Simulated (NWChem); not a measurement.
# CH4Ga (SMILES [CH3][GaH]) at USVWN5/6-31G(d) (spherical functions)

What is the electronic atomisation energy of CH4Ga at USVWN5/6-31G* (spherical functions)? 

Program for the calculation: NWChem 7.3.0.

4 further runs of the same task are left out: 2 that didn't finish, 2 set aside as unsound or not needed.

## Step 1: The structure to begin with

CH4Ga: 6 atoms, total charge 0, spin state doublet. As SMILES, `[CH3][GaH]`. The shape is that of a PBE0-D4/def2-TZVP optimisation.

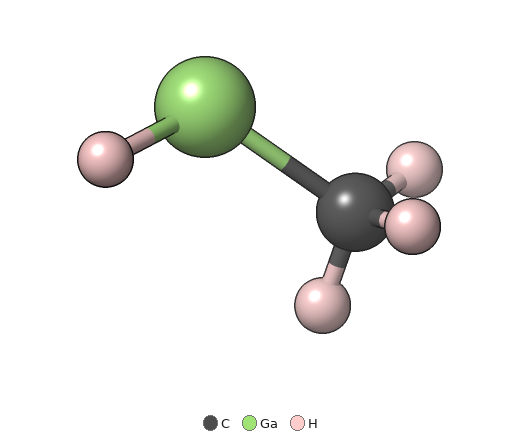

The structure, seen from a chosen angle (carbon dark grey, gallium green, hydrogen pink).

## Step 2: The energy at USVWN5/6-31G(d) (spherical functions) (run 1)

struct.nw reads:

```
echo
start struct
memory stack 880 mb heap 220 mb global 1100 mb
geometry units angstrom noautosym nocenter noautoz
   C    -0.029300   -0.418300   -0.518000
   Ga    0.685700    0.372600    1.162100
   H     0.574700   -1.243100   -0.892900
   H    -1.046400   -0.775600   -0.328700
   H    -0.085700    0.364700   -1.280300
   H    -0.056900    1.635600    1.811600
end
basis spherical bse
   * library 6-31G*
end
dft
   xc slater vwn_5
   mult 2
   grid fine
   convergence energy 1e-08
   iterations 100
   mulliken
   print low
end
task dft
```

On the command line:

```console
nwchem struct.nw > struct.out
```

Standard output, shortened:

```text
[...]
 d= 0,ls=0.0,diis     1  -1961.5685450662 -2.05D+03  1.15D-02  7.54D-02     1.0
[...]
 d= 0,ls=0.0,diis    10  -1961.6056832394 -9.89D-09  6.92D-07  3.64D-10     6.1
[...]
         Total DFT energy =    -1961.605683239407
      One electron energy =    -2914.922960931056
           Coulomb energy =      941.852501340734
    Exchange-Corr. energy =      -78.406232008572
 Nuclear repulsion energy =       89.871008359487
[...]
      Total Density - Mulliken Population Analysis
     ---------------------------------------------
    Atom       Charge   Shell Charges
 -----------   ------   -------------------------------------------------------
    1 C    6     6.61   2.00  0.66  2.11  0.65  1.17  0.02
    2 Ga  31    31.06   2.00  2.00  6.00  2.00  5.99  1.46  1.26  0.12  0.17  6.77  2.93  0.37
    3 H    1     0.79   0.49  0.30
    4 H    1     0.80   0.49  0.31
    5 H    1     0.80   0.49  0.31
    6 H    1     0.93   0.44  0.49
[...]
      <S2> =      0.7507 (Exact =     0.7500)
[...]
```

Wall time 6.9 s (1 thread of AMD EPYC 9R14 (Zen 4), shared host); peak memory 0.12 GiB.

## Step 3: The C atom (run 2)

job.nw reads:

```
start job
memory total 2200 mb
geometry noautosym nocenter noautoz
   C        0.000000       0.000000       0.000000
end
basis spherical bse
   * library 6-31G*
end
dft
   xc slater vwn_5
   mult 3
   grid fine
   convergence energy 1e-08
   iterations 100
   mulliken
   print low
end
task dft energy
```

On the command line:

```console
nwchem job.nw > job.out
```

Standard output, shortened:

```text
[...]
 d= 0,ls=0.0,diis     1    -37.4225634840 -3.74D+01  6.89D-02  6.07D-02     0.1
[...]
 d= 0,ls=0.5,diis    10    -37.4501754840 -2.31D-09  1.77D-06  6.18D-10     0.2
[...]
         Total DFT energy =      -37.450175484423
      One electron energy =      -50.469168486328
           Coulomb energy =       17.863106214786
    Exchange-Corr. energy =       -4.844113212880
 Nuclear repulsion energy =        0.000000000000
[...]
      Total Density - Mulliken Population Analysis
     ---------------------------------------------
    Atom       Charge   Shell Charges
 -----------   ------   -------------------------------------------------------
    1 C    6     6.00   2.00  0.85  1.22  1.15  0.78  0.00
     --------------------------------------------
      Spin Density - Mulliken Population Analysis
     --------------------------------------------
    Atom       Charge   Shell Charges
 -----------   ------   -------------------------------------------------------
    1 C    6     2.00   0.00  0.05  1.22 -0.05  0.78 -0.00
[...]
      <S2> =      2.0014 (Exact =     2.0000)
[...]
```

It took 0.72 s on 1 thread of AMD EPYC 9R14 (Zen 4), shared host; peak memory 0.1 GiB.

Run 3 isn't shown in full; the table further down has it.

## Step 4: The H atom (run 4)

h.xyz reads:

```xyz
1
H
H      0.000000     0.000000     0.000000
```

h.nw reads:

```
start h
title "H"
memory total 2200 mb

geometry units angstrom noautosym nocenter noautoz
  load h.xyz
end

basis spherical bse
  * library 6-31G*
end

dft
  xc slater vwn_5
  mult 2
  grid fine
  convergence energy 1e-08
  maxiter 100
  mulliken
  print low
end

task dft energy
```

Run the same way, it converges to -0.47604 Eh (log not shown).

## Step 5: All runs side by side

```
run  partner   energy (Eh)   ⟨S²⟩  wall time
  1     base  -1961.605683  0.751      6.9 s
  2    atoms    -37.450175  2.001     0.72 s
  3    atoms  -1921.506982  0.751      3.9 s
  4    atoms     -0.476044  0.750     0.62 s
```

## Step 6: Summary of results

At USVWN5/6-31G* (spherical functions):

```
                     quantity        value
         H atom: total energy  -0.47604 Eh
                 H atom: ⟨S²⟩        0.750
electronic atomisation energy    20.255 eV
```

Taking the molecule apart into free atoms costs 20.25 eV (1954 kJ/mol), before zero-point energy and without spin-orbit coupling. All runs together took 12 s, the longest 6.9 s.
